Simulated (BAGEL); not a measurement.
**BH3O3 (boric acid) at RI-MP2/def2-SVPD (density fitting with qzvpp-jkfit)**

Aim: the energy change on altering one bond length of BH3O3 (boric acid) at RI-MP2/def2-SVPD (density fitting with qzvpp-jkfit), from 2 runs. 

The results are computed with BAGEL 1.2.2.

4 further runs of the same task are left out: 4 set aside as unsound or not needed. Runs told in other sessions of the task aren't counted.

## (1) The structure to begin with

BH3O3 has 7 atoms, charge 0, and is taken as a singlet. As SMILES, `OB(O)O`. Geometry: relaxed at PBE0-D4/def2-TZVP. This is a higher conformer, about 20 kJ/mol above the lowest found by a separate search.

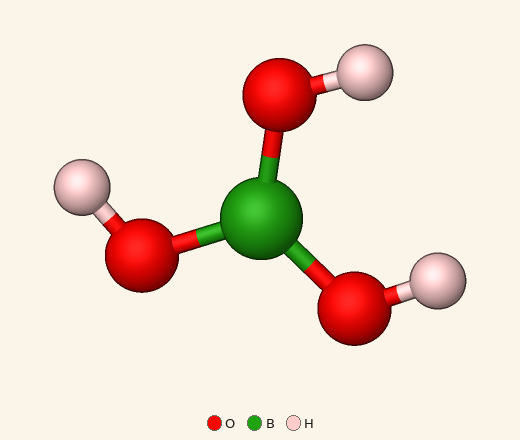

The structure, seen from a chosen angle (oxygen red, boron green, hydrogen pink).

## (2) A single-point energy at RI-MP2/def2-SVPD (density fitting with qzvpp-jkfit)

Contents of calc.json:

```json
{ "bagel" : [

{
  "title" : "molecule",
  "basis" : "def2-svpd.json",
  "df_basis" : "qzvpp-jkfit",
  "angstrom" : true,
  "geometry" : [
    { "atom" : "O", "xyz" : [   -1.109700,    0.802600,    0.321900 ] },
    { "atom" : "B", "xyz" : [   -0.012200,   -0.006800,    0.228700 ] },
    { "atom" : "O", "xyz" : [    0.501200,   -0.469300,    1.400100 ] },
    { "atom" : "O", "xyz" : [    0.600700,   -0.381300,   -0.945400 ] },
    { "atom" : "H", "xyz" : [   -1.457400,    1.118600,   -0.511500 ] },
    { "atom" : "H", "xyz" : [    1.266800,   -1.028200,    1.254500 ] },
    { "atom" : "H", "xyz" : [    0.210500,   -0.035700,   -1.748300 ] }
  ]
},
{
  "title" : "hf"
},
{
  "title" : "mp2",
  "ncore" : 4
}

]}
```

The basis set def2-SVPD is read from a file made from the Basis Set Exchange's data (not shown).

On the command line:

```bash
$ BAGEL_NUM_THREADS=1 BAGEL calc.json > calc.out
```

Standard output:

```text
* using 1 threads per process

  ===============================================================
  ===============================================================

  *** Geometry ***

  { "atom" : "O", "xyz" : [     -2.097029,      1.516694,      0.608303 ] },
  { "atom" : "B", "xyz" : [     -0.023055,     -0.012850,      0.432180 ] },
  { "atom" : "O", "xyz" : [      0.947131,     -0.886848,      2.645806 ] },
  { "atom" : "O", "xyz" : [      1.135158,     -0.720553,     -1.786547 ] },
  { "atom" : "H", "xyz" : [     -2.754087,      2.113848,     -0.966595 ] },
  { "atom" : "H", "xyz" : [      2.393905,     -1.943016,      2.370661 ] },
  { "atom" : "H", "xyz" : [      0.397787,     -0.067463,     -3.303808 ] },

  Number of auxiliary basis functions:      360

  Since a DF basis is specified, we compute 2- and 3-index integrals:
    o Being stored without compression. Storage requirement is 0.037 GB

  Number of basis functions:      113
  Number of electrons      :       32

    * METHOD: MOLECULE                             0.28

  *** RHF ***

  === Nuclear Repulsion ===
   116.2296344745

      * DIIS with orbital gradients will be used.

  === RHF iteration (def2-svpd.json) ===
      0       -250.61490510          0.02577322           0.07
      1       -250.87892517          0.01791358           0.07
      2       -251.01535150          0.00155952           0.07
      3       -251.01675506          0.00028217           0.07
      4       -251.01679502          0.00013144           0.07
      5       -251.01680433          0.00002350           0.07
      6       -251.01680475          0.00000576           0.07
      7       -251.01680477          0.00000178           0.08
      8       -251.01680478          0.00000066           0.06
      9       -251.01680478          0.00000023           0.06
     10       -251.01680478          0.00000006           0.06
     11       -251.01680478          0.00000003           0.06
     12       -251.01680478          0.00000001           0.06
    * SCF iteration converged.

    * Permanent dipole moment:
           (    0.001603,    -0.088259,     1.258961) a.u.

    * METHOD: HF                                   1.06

  *** RHF ***

  === Nuclear Repulsion ===
   116.2296344745

      * DIIS with orbital gradients will be used.

  === RHF iteration (def2-svpd.json) ===
      0       -251.01680478          0.00000000           0.06
    * SCF iteration converged.

    * Permanent dipole moment:
           (    0.001603,    -0.088259,     1.258961) a.u.

  === DF-MP2 calculation ===

    * freezing 4 orbitals
    * 3-index integral transformation done
    * assembly done

      MP2 correlation energy:   -0.6702223478      0.06

      MP2 total energy:       -251.6870271235

    * METHOD: MP2                                  0.21

  ===============================================================
```

Run time: 2 s. Hardware: 1 thread of Intel Xeon Platinum 8259CL at 2.50GHz (Skylake/Cascade Lake), shared host; peak memory 0.12 GiB.

## (3) The distorted shape

Contents of calc.json:

```json
{ "bagel" : [

{
  "title" : "molecule",
  "basis" : "def2-svpd.json",
  "df_basis" : "qzvpp-jkfit",
  "angstrom" : true,
  "geometry" : [
    { "atom" : "O", "xyz" : [   -1.845169,    1.251993,    1.730799 ] },
    { "atom" : "B", "xyz" : [   -0.747669,    0.442593,    1.637599 ] },
    { "atom" : "O", "xyz" : [   -0.234269,   -0.019907,    2.808999 ] },
    { "atom" : "O", "xyz" : [    0.600700,   -0.381300,   -0.945400 ] },
    { "atom" : "H", "xyz" : [   -2.192869,    1.567993,    0.897399 ] },
    { "atom" : "H", "xyz" : [    0.531331,   -0.578807,    2.663399 ] },
    { "atom" : "H", "xyz" : [    0.210500,   -0.035700,   -1.748300 ] }
  ]
},
{
  "title" : "hf"
},
{
  "title" : "mp2",
  "ncore" : 4
}

]}
```

The basis set def2-SVPD is read from a file made from the Basis Set Exchange's data (not shown).

On the command line:

```bash
$ BAGEL_NUM_THREADS=1 BAGEL calc.json > calc.out
```

Standard output:

```text
* using 1 threads per process

  ===============================================================
  ===============================================================

  *** Geometry ***

  { "atom" : "O", "xyz" : [     -3.486864,      2.365924,      3.270736 ] },
  { "atom" : "B", "xyz" : [     -1.412890,      0.836380,      3.094614 ] },
  { "atom" : "O", "xyz" : [     -0.442704,     -0.037619,      5.308239 ] },
  { "atom" : "O", "xyz" : [      1.135158,     -0.720553,     -1.786547 ] },
  { "atom" : "H", "xyz" : [     -4.143922,      2.963077,      1.695838 ] },
  { "atom" : "H", "xyz" : [      1.004070,     -1.093787,      5.033095 ] },
  { "atom" : "H", "xyz" : [      0.397787,     -0.067463,     -3.303808 ] },

  Number of auxiliary basis functions:      360

  Since a DF basis is specified, we compute 2- and 3-index integrals:
    o Being stored without compression. Storage requirement is 0.037 GB

  Number of basis functions:      113
  Number of electrons      :       32

    * METHOD: MOLECULE                             0.28

  *** RHF ***

  === Nuclear Repulsion ===
    93.9097243075

      * DIIS with orbital gradients will be used.

  === RHF iteration (def2-svpd.json) ===
      0       -250.16835365          0.02939080           0.09
      1       -249.65982104          0.04457284           0.09
      2       -250.70310480          0.00856829           0.09
      3       -250.73938736          0.00159595           0.09
      4       -250.74178689          0.00064125           0.10
      5       -250.74230793          0.00033206           0.06
      6       -250.74249822          0.00016665           0.07
      7       -250.74255326          0.00004234           0.06
      8       -250.74255723          0.00001375           0.06
      9       -250.74255765          0.00000526           0.06
     10       -250.74255770          0.00000288           0.06
     11       -250.74255771          0.00000101           0.07
     12       -250.74255771          0.00000042           0.06
     13       -250.74255772          0.00000021           0.06
     14       -250.74255772          0.00000006           0.06
     15       -250.74255772          0.00000003           0.06
     16       -250.74255772          0.00000001           0.06
     17       -250.74255772          0.00000000           0.06
    * SCF iteration converged.

    * Permanent dipole moment:
           (    1.189227,    -0.790014,    -1.362472) a.u.

    * METHOD: HF                                   1.52

  *** RHF ***

  === Nuclear Repulsion ===
    93.9097243075

      * DIIS with orbital gradients will be used.

  === RHF iteration (def2-svpd.json) ===
      0       -250.74255772          0.00000000           0.06
    * SCF iteration converged.

    * Permanent dipole moment:
           (    1.189226,    -0.790013,    -1.362472) a.u.

  === DF-MP2 calculation ===

    * freezing 4 orbitals
    * 3-index integral transformation done
    * assembly done

      MP2 correlation energy:   -0.7206695315      0.06

      MP2 total energy:       -251.4632272467

    * METHOD: MP2                                  0.21

  ===============================================================
```

It took 2.4 s on 1 thread of Intel Xeon Platinum 8259CL at 2.50GHz (Skylake/Cascade Lake), shared host; peak memory 0.13 GiB.

## (4) What came out

At RI-MP2/def2-SVPD (density fitting with qzvpp-jkfit), 4 core orbitals frozen:

```
                                                         quantity          value
                                        first shape: total energy  -251.68703 Eh
         first shape: correlation energy (4 core orbitals frozen)     -670.2 mEh
                                    distorted shape: total energy  -251.46323 Eh
     distorted shape: correlation energy (4 core orbitals frozen)     -720.7 mEh
energy change with the B2–O4 bond stretched from 1.376 to 3.028 Å       6.090 eV
```

What this shows: With the B2–O4 bond stretched from 1.376 to 3.028 Å the energy rises by 6.09 eV (140 kcal/mol). The first shape isn't relaxed at this level, so the change isn't measured from a minimum. A restricted reference can't describe the breaking bond well at this length.
